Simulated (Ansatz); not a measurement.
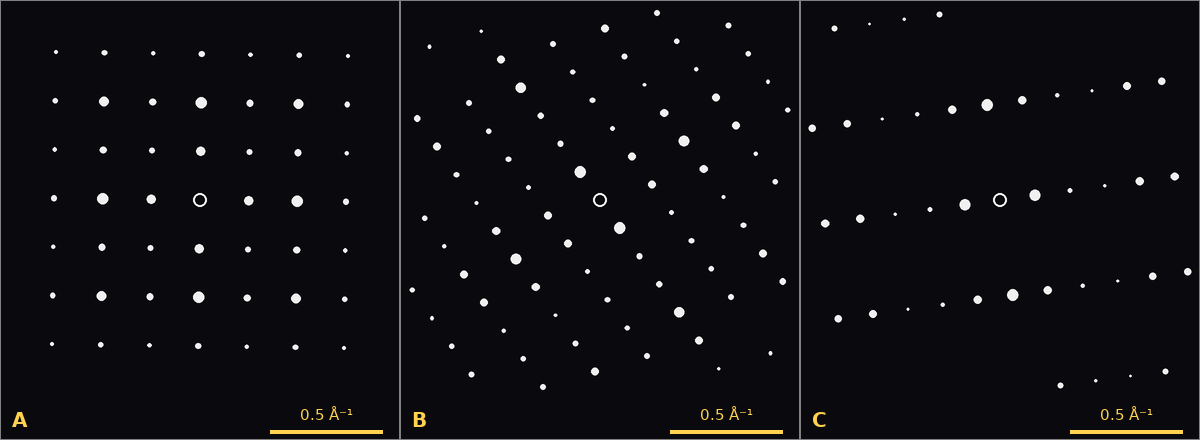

Kinematic electron diffraction patterns (200 kV, B = 0.5 Å², same scale, each along a low-index zone) of three structures of composition SbBr2, each relaxed at zero pressure with DFT PBE, scalar-relativistic, plane waves, PAW (Ansatz).

The structures (standard cells):
1. R-3m (No. 166), a = 4.630 Å, c = 18.904 Å (hexagonal axes), 9 atoms; generated start, possibly hypothetical
2. Pn-3m (No. 224), a = 6.458 Å, 6 atoms; generated start, possibly hypothetical
3. C2/c (No. 15), a = 13.001 Å, b = 4.328 Å, c = 8.903 Å, β = 95.78°, 12 atoms; generated start, possibly hypothetical

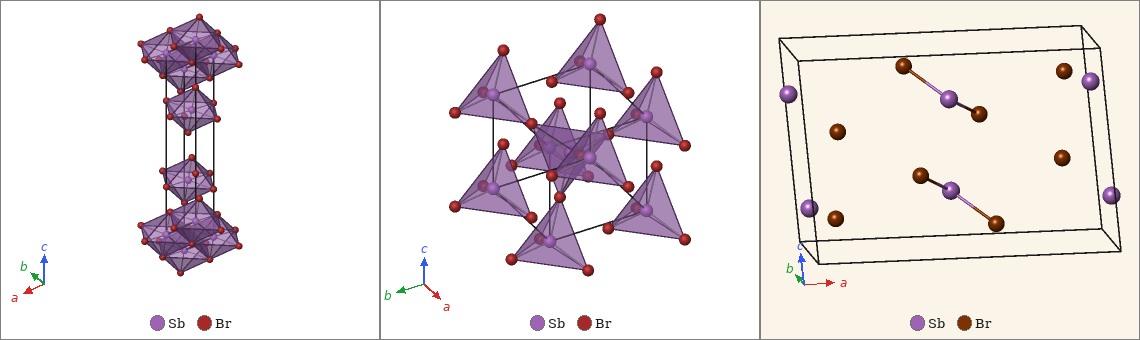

Drawings of the structures 1 to 3, from left to right (each may span several cells).

Which pattern belongs to which structure, and along which zone?

A is structure 2 along [001] or an equivalent direction: square net of 1 -1 0 at d = 4.57 Å and 1 1 0 at d = 4.57 Å, 90.0° apart (some points of this net are extinct or too weak to see). B is structure 3 along [001]: centred rectangular net of 2 0 0 at d = 6.47 Å and 1 1 0 at d = 4.10 Å, 71.5° apart (some points of this net are extinct or too weak to see). C is structure 1 along [210] or an equivalent direction: rectangular net of 0 0 3 at d = 6.30 Å and 1 -2 0 at d = 2.31 Å, 90.0° apart.

Which structure lies lowest at this level of theory, and by how much?

Structure 3 (C2/c, 41.53 Å³ an atom) is the lowest of these; structure 1 (R-3m, 38.99 Å³ an atom) lies about 77 meV an atom higher; structure 2 (Pn-3m, 44.88 Å³ an atom) lies about 110 meV an atom higher. These are static energies at 0 K; other structures, not shown, may lie lower still.
